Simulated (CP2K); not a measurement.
# CH7NOSn (SMILES [NH2][SnH2][CH2]O) at PM6

What is the vertical electron affinity of CH7NOSn at PM6? 

Program for the calculation: CP2K 2026.2.

4 further runs of the same task are left out: 1 that didn't finish, 3 set aside as unsound or not needed.

## (1) Starting point

The species is CH7NOSn (11 atoms), meant as a singlet with charge 0. As SMILES, `[NH2][SnH2][CH2]O`. The shape comes from GFN2-xTB, which is rough for such elements, and wasn't checked as a minimum. This is one conformer, not always the lowest.

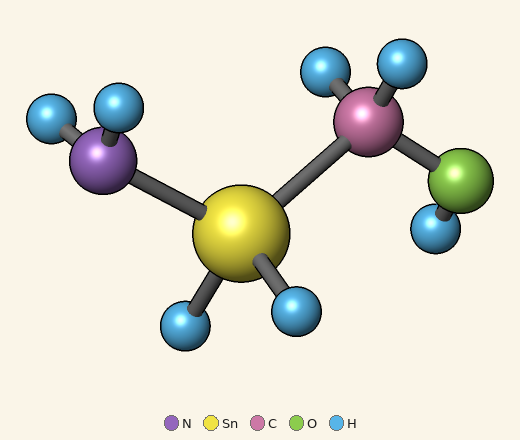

The structure, seen from a chosen angle (nitrogen purple, tin yellow, carbon pink, oxygen green, hydrogen blue).

## (2) The energy at PM6

The input, mol.inp:

```
&FORCE_EVAL
  METHOD QUICKSTEP
  &DFT
    &QS
      METHOD PM6
      EPS_DEFAULT 1.0E-10
      &SE
        &COULOMB
          CUTOFF [angstrom] 50
          RC_RANGE [angstrom] 0
        &END COULOMB
        &EXCHANGE
          CUTOFF [angstrom] 50
          RC_RANGE [angstrom] 0
        &END EXCHANGE
      &END SE
    &END QS
    &POISSON
      PERIODIC NONE
      POISSON_SOLVER ANALYTIC
    &END POISSON
    &SCF
      SCF_GUESS ATOMIC
      EPS_SCF 1.0E-06
      MAX_SCF 150
      ADDED_MOS 8
      &DIAGONALIZATION
        ALGORITHM STANDARD
      &END DIAGONALIZATION
      &MIXING
        METHOD DIRECT_P_MIXING
        ALPHA 0.4
      &END MIXING
    &END SCF
    &PRINT
      &MOMENTS
        PERIODIC F
        REFERENCE COM
        MAX_MOMENT 1
      &END MOMENTS
      &MO ON
        ENERGIES T
        OCCUPATION_NUMBERS T
        NDIGITS 6
        &EACH
          QS_SCF 0
        &END EACH
        ADD_LAST NUMERIC
      &END MO
      &HIRSHFELD OFF
      &END HIRSHFELD
    &END PRINT
  &END DFT
  &SUBSYS
    &CELL
      ABC 20.7 19 18.7
      PERIODIC NONE
    &END CELL
    &COORD
      N     -2.171010     0.800240     0.280230
      Sn    -0.645330    -0.528260     0.203510
      C      1.424010     0.244180    -0.132880
      O      2.393960    -0.754860    -0.142370
      H     -2.327830     1.336320    -0.562030
      H     -2.136740     1.460060     1.044820
      H     -1.098690    -1.569390    -1.047630
      H     -0.803420    -1.402680     1.628160
      H      1.436040     0.829370    -1.058740
      H      1.674070     0.909430     0.691340
      H      2.254940    -1.324400    -0.904410
    &END COORD
    &TOPOLOGY
      &CENTER_COORDINATES
      &END CENTER_COORDINATES
    &END TOPOLOGY
  &END SUBSYS
&END FORCE_EVAL

&GLOBAL
  PROJECT mol
  RUN_TYPE ENERGY
  PRINT_LEVEL MEDIUM
&END GLOBAL
```

Started as:

```
$ OMP_NUM_THREADS=1 cp2k.psmp -i mol.inp -o mol.out
```

Output:

```text
CP2K| version string:                                       CP2K version 2026.2
[...]
 GLOBAL| Method name                                                        CP2K
[...]
 GLOBAL| Run type                                                         ENERGY
[...]
                             - Atoms:                                         11
[...]
                             - Spherical basis functions:                     23
[...]
 Number of electrons:                                                         26
[...]
     1 P_Mix/Diag. 0.40E+00    0.0     0.71999009       -21.5077000143 -2.15E+01
[...]
    18 DIIS/Diag.  0.81E-07    0.0     0.00000018       -27.9696868286 -1.85E-12
  *** SCF run converged in    18 steps ***
  Core-core repulsion energy [eV]:                           1507.58483884584393
  Core Hamiltonian energy [eV]:                             -1244.00287578411712
  Two-electron integral energy [eV]:                        -2049.35169540680772
  Electronic energy [eV]:                                   -2268.67872348752098
  Total energy [eV]:                                         -761.09388464167705
  Atomic reference energy [eV]:                               761.18810179544982
  Heat of formation [kcal/mol]:                                 2.17269935330430
[...]
 SE_DIPOLE| Moment [Debye]          0.10666587      -0.91560351       1.24026248
 SE_DIPOLE| Derivative [a.u.]       0.00000000       0.00000000       0.00000000
 ENERGY| Total FORCE_EVAL ( QS ) energy [hartree]            -27.969686828635858
[...]
```

Run time: 0.99 s. Hardware: 1 thread of Intel Xeon 6975P-C (Granite Rapids), shared host; peak memory 0.19 GiB.

## (3) The doublet anion, same level

The input, run.inp:

```
&GLOBAL
    PROJECT run
    RUN_TYPE ENERGY
    PRINT_LEVEL MEDIUM
&END

&FORCE_EVAL
    METHOD Quickstep
    &DFT
        CHARGE -1
        MULTIPLICITY 2
        UKS T
        &QS
            METHOD PM6
            EPS_DEFAULT 1.0E-10
            &SE
                &COULOMB
                    CUTOFF [angstrom] 50
                    RC_RANGE [angstrom] 0
                &END
                &EXCHANGE
                    CUTOFF [angstrom] 50
                    RC_RANGE [angstrom] 0
                &END
            &END
        &END
        # cluster boundary conditions
        &POISSON
            PERIODIC NONE
            POISSON_SOLVER ANALYTIC
        &END
        &SCF
            SCF_GUESS ATOMIC
            EPS_SCF 1.0E-06
            MAX_SCF 150
            &DIAGONALIZATION
                ALGORITHM STANDARD
            &END
            &MIXING
                METHOD DIRECT_P_MIXING
                ALPHA 0.4
            &END
        &END
        &PRINT
            &MOMENTS
                PERIODIC F
                REFERENCE COM
                MAX_MOMENT 1
            &END
            &MO ON
                ENERGIES T
                OCCUPATION_NUMBERS T
                NDIGITS 6
                &EACH
                    QS_SCF 0
                &END
                ADD_LAST NUMERIC
            &END
            &HIRSHFELD OFF
            &END
        &END
    &END
    &SUBSYS
        &CELL
            ABC 20.7 19 18.7
            PERIODIC NONE
        &END
        &COORD
            N     -2.171010     0.800240     0.280230
            Sn    -0.645330    -0.528260     0.203510
            C      1.424010     0.244180    -0.132880
            O      2.393960    -0.754860    -0.142370
            H     -2.327830     1.336320    -0.562030
            H     -2.136740     1.460060     1.044820
            H     -1.098690    -1.569390    -1.047630
            H     -0.803420    -1.402680     1.628160
            H      1.436040     0.829370    -1.058740
            H      1.674070     0.909430     0.691340
            H      2.254940    -1.324400    -0.904410
        &END
        &TOPOLOGY
            &CENTER_COORDINATES
            &END
        &END
    &END
&END
```

Started as:

```
$ OMP_NUM_THREADS=1 cp2k.psmp -i run.inp > run.out 2>&1
```

Output:

```text
CP2K| version string:                                       CP2K version 2026.2
[...]
 GLOBAL| Method name                                                        CP2K
[...]
 GLOBAL| Run type                                                         ENERGY
[...]
                             - Atoms:                                         11
[...]
                             - Spherical basis functions:                     23
[...]
 Number of electrons:                                                         14
[...]
     1 P_Mix/Diag. 0.40E+00    0.0     0.42718090       -21.7034252356 -2.17E+01
[...]
    24 DIIS/Diag.  0.15E-06    0.0     0.00000098       -27.9564875417 -3.89E-12
  *** SCF run converged in    24 steps ***
  Core-core repulsion energy [eV]:                           1507.58483884584393
  Core Hamiltonian energy [eV]:                             -1266.83682900336294
  Two-electron integral energy [eV]:                        -2002.96544724294222
  Electronic energy [eV]:                                   -2268.31955262483416
  Total energy [eV]:                                         -760.73471377899034
  Atomic reference energy [eV]:                               761.18810179544982
  Heat of formation [kcal/mol]:                                10.45537686835125
[...]
 SE_DIPOLE| Moment [Debye]          0.53810445       0.60475570       1.06844097
 SE_DIPOLE| Derivative [a.u.]       0.00000000       0.00000000       0.00000000
 ENERGY| Total FORCE_EVAL ( QS ) energy [hartree]            -27.956487541727846
[...]
```

It took 1 s on 1 thread of Intel Xeon 6975P-C (Granite Rapids), shared host; peak memory 0.19 GiB.

## (4) Results

Level: PM6.

```
                                         quantity          value
                    singlet CH7NOSn: total energy   -27.96969 Eh
                   singlet CH7NOSn: dipole moment         1.55 D
                     singlet CH7NOSn: HOMO energy       -8.88 eV
                     singlet CH7NOSn: LUMO energy        0.60 eV
                   singlet CH7NOSn: HOMO–LUMO gap        9.48 eV
               singlet CH7NOSn: heat of formation   2.2 kcal/mol
                      doublet anion: total energy   -27.95649 Eh
doublet anion: HOMO energy (highest over α and β)        0.12 eV
                 doublet anion: heat of formation  10.5 kcal/mol
vertical electron affinity (to the doublet anion)      -0.359 eV
```

In words: The anion lies 0.36 eV (8.3 kcal/mol) above the neutral: the electron isn't bound at this level. The HOMO (doublet anion) lies at positive energy, 0.12 eV: the electron is unbound at this level or held by a compact basis; values depend on the basis.
